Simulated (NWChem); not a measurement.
**NaBr (SMILES [Na][Br]) at 6 levels**

Aim: a comparison of 6 runs (HF/STO-3G, HF/3-21G, B3LYP/6-31G*, PBE/def2-SVPD, CCSD(T)/6-31G) of NaBr. 

The calculation is run with NWChem 7.3.0.

8 further runs of the same task are left out: 8 that didn't finish. Runs told in other sessions of the task aren't counted.

## Step 1: The molecule

The species is NaBr (2 atoms), meant as a singlet with charge 0. As SMILES, `[Na][Br]`. The coordinates come from a PBE0-D4/def2-TZVP relaxation.

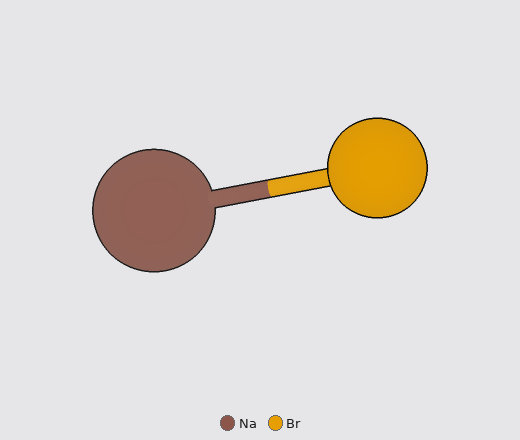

The structure, seen from a chosen angle (sodium brown, bromine amber).

## Step 2: Energy and forces at HF/STO-3G (run 1)

input.nw reads:

```
start input
memory total 2200 mb

geometry noautosym nocenter noautoz
   Na       1.067110      -0.379380       0.537360
   Br      -1.067110       0.379380      -0.537360
end

basis spherical bse
   * library STO-3G
end

scf
   thresh 1e-08
   maxiter 80
   print medium
end

task scf gradient
```

Launch:

```sh
nwchem input.nw > input.out
```

Log:

```text
[...]
  functions       =    27
[...]
  wavefunction    = RHF
[...]
         Total SCF energy =  -2704.579720931066
      One-electron energy =  -3958.766581736214
      Two-electron energy =   1172.924895658670
 Nuclear repulsion energy =     81.261965146478
        Time for solution =      1.1s
[...]
                         RHF ENERGY GRADIENTS
    atom               coordinates                        gradient
                 x          y          z           x          y          z
   1 Na      2.016545  -0.716924   1.015463    0.032980  -0.011725   0.016608
   2 Br     -2.016545   0.716924  -1.015463   -0.032980   0.011725  -0.016608
[...]
```

Run time: 2.2 s. Hardware: 1 thread of Intel Xeon Platinum 8259CL at 2.50GHz (Skylake/Cascade Lake), shared host; peak memory 0.1 GiB.

## Step 3: Energy and forces at HF/3-21G (run 2)

run.py reads:

```python
from ase import Atoms
from ase.calculators.nwchem import NWChem

mol = Atoms(['Na', 'Br'], positions=[
    [1.067110, -0.379380, 0.537360],
    [-1.067110, 0.379380, -0.537360],
])

calc = NWChem(
    label='mol',
    theory='scf',
    memory='2200 mb',
    basis='3-21G',
    basispar='spherical bse',
    scf={'nopen': '0', 'rhf': None, 'thresh': '1e-08', 'maxiter': '80', 'print': 'low'},
)
mol.calc = calc

forces = mol.get_forces()
print("Total energy (eV):", round(mol.get_potential_energy(), 6))
print("forces (eV/A):")
for s, f in zip(mol.symbols, forces):
    print(f"{s:2s} {f[0]:10.5f} {f[1]:10.5f} {f[2]:10.5f}")
```

Launch:

```sh
export ASE_NWCHEM_COMMAND="nwchem PREFIX.nwi > PREFIX.nwo"
python run.py
```

Log:

```text
Total energy (eV): -74041.750215
forces (eV/A):
Na    0.32992   -0.11729    0.16614
Br   -0.32992    0.11729   -0.16614
```

The calculator wrote mol.nwi:

```
title "mol"

permanent_dir mol

scratch_dir mol

start mol

geometry units angstrom nocenter noautosym noautoz
  Na 1.0671100000000000e+00 -3.7938000000000000e-01 5.3735999999999995e-01
  Br -1.0671100000000000e+00 3.7938000000000000e-01 -5.3735999999999995e-01
end

memory 2200 mb

basis spherical bse noprint
   * library 3-21G
end

scf
  nopen 0
  rhf
  thresh 1e-08
  maxiter 80
  print low
end

task scf gradient
```

mol.nwo:

```text
Northwest Computational Chemistry Package (NWChem) 7.3.0
             --------------------------------------------------------

           Job information
           ---------------

    nwchem branch   = 7.3.0
    use scalapack   = T
    input           = mol.nwi
    prefix          = mol.
    data base       = mol/mol.db
    status          = startup
    nproc           =        1

           Memory information
           ------------------

    heap     =     72089600 doubles =      550.0 Mbytes
    stack    =     72089597 doubles =      550.0 Mbytes
    global   =    144179200 doubles =     1100.0 Mbytes (distinct from heap & stack)
    total    =    288358397 doubles =     2200.0 Mbytes
    verify   = yes
    hardfail = no

           Directory information
           ---------------------

  0 permanent = mol
  0 scratch   = mol

                                NWChem Input Module
                                -------------------

                                        mol
                                        ---

[... 21 lines left out ...]
            Nuclear Dipole moment (a.u.)
[... 22 lines left out ...]
                                 NWChem SCF Module
                                 -----------------

                                        mol

  ao basis        = "ao basis"
  functions       =    35
  atoms           =     2
  closed shells   =    23
  open shells     =     0
  charge          =   0.00
  wavefunction    = RHF
  input vectors   = atomic
  output vectors  = mol/mol.movecs
  use symmetry    = F
  symmetry adapt  = F

 Forming initial guess at       0.0s

 Starting SCF solution at       0.1s

       Final RHF  results
       ------------------

         Total SCF energy =  -2720.984155275189
      One-electron energy =  -3963.675000087516
      Two-electron energy =   1161.428879665849
 Nuclear repulsion energy =     81.261965146478

        Time for solution =      1.4s

                              NWChem Gradients Module
                              -----------------------

                         RHF ENERGY GRADIENTS

    atom               coordinates                        gradient
                 x          y          z           x          y          z
   1 Na      2.016545  -0.716924   1.015463   -0.006416   0.002281  -0.003231
   2 Br     -2.016545   0.716924  -1.015463    0.006416  -0.002281   0.003231

 Task  times  cpu:        2.0s     wall:        2.0s
 Total times  cpu:        2.1s     wall:        2.1s
```

It took 3.3 s on 1 thread of Intel Xeon Platinum 8259CL at 2.50GHz (Skylake/Cascade Lake), shared host; peak memory 0.1 GiB.

Runs 3 to 5 aren't shown in full; the table further down has their settings and results.

## Step 4: A single-point energy at CCSD(T)/6-31G (run 6)

mol.nw reads:

```
echo
start mol
title "BrNa energy"
memory stack 880 mb heap 220 mb global 1100 mb

geometry noautosym nocenter noautoz
  Na       1.067110      -0.379380       0.537360
  Br      -1.067110       0.379380      -0.537360
end

basis spherical bse
  Na library 6-31G
  Br library 6-31G
end

scf
  thresh 1e-08
  maxiter 80
  print medium
end

ccsd
  freeze core 10
  maxiter 60
end

task ccsd(t) energy
```

Launch:

```sh
nwchem mol.nw > mol.out
```

Log:

```text
[...]
  functions       =    40
[...]
  wavefunction    = RHF
[...]
         Total SCF energy =  -2733.974468455271
      One-electron energy =  -3976.724255291288
      Two-electron energy =   1161.487821689539
 Nuclear repulsion energy =     81.261965146478
        Time for solution =     10.4s
[...]
 Total MP2 energy:          -2734.142666528065092
[...]
             energy      energy      error      ampl     ampl      Block
                                                time     time      time
[...]
 Total CCSD energy:          -2734.140678601106629
[...]
 Total CCSD+T(CCSD) energy:          -2734.142399707053755
[...]
 Total CCSD(T) energy:               -2734.142088908413825
[...]
```

Run time: 30 s. Hardware: 1 thread of Intel Xeon Platinum 8259CL at 2.50GHz (Skylake/Cascade Lake), shared host; peak memory 0.12 GiB.

## Step 5: The series

```
run                               level  iteration cap   module   energy (Eh)  dipole moment (D) of the reference  HOMO energy (eV)  LUMO energy (eV)  wall time
  1                           HF/STO-3G             80      scf  -2704.579721                               10.03             -3.94             10.41      2.2 s
  2                            HF/3-21G             80      scf  -2720.984155                                   –                 –                 –      3.3 s
  3  B3LYP/6-31G* (spherical functions)            100      dft  -2736.244121                                8.75             -5.93             -2.11       15 s
  4  B3LYP/6-31G* (Cartesian functions)            100      dft  -2736.252683                                8.75             -5.93             -2.11       16 s
  5                       PBE/def2-SVPD            100      dft  -2735.650762                                8.71             -5.11             -2.28       12 s
  6                       CCSD(T)/6-31G             80  ccsd(t)  -2734.142089                                   –             -8.92             -0.56       30 s
```

## Step 6: Outcome

| quantity | value |
| --- | --- |
| run 6: total energy | -2734.14209 Eh |
| run 6: HOMO energy (Hartree–Fock orbitals) | -8.92 eV |
| run 6: LUMO energy (Hartree–Fock orbitals) | -0.56 eV |
| run 6: HOMO–LUMO gap (Hartree–Fock orbitals) | 8.36 eV |
| run 6: correlation energy (10 core orbitals frozen) | -167.6 mEh |
| run 6: (T) correction | -1.41 mEh |

Over runs 1, 3, 4, 5 the dipole moment (its size) runs from 8.71 D (PBE/def2-SVPD) to 10.03 D (HF/STO-3G). The two ends differ in method and basis. Over runs 1, 3, 4, 5 the HOMO–LUMO gap runs from 2.83 eV (PBE/def2-SVPD) to 14.36 eV (HF/STO-3G). Totals of different functionals can't be ranked against each other. In run 1 the basis is minimal, so the values are rough. All runs together took 79 s, the longest 30 s.
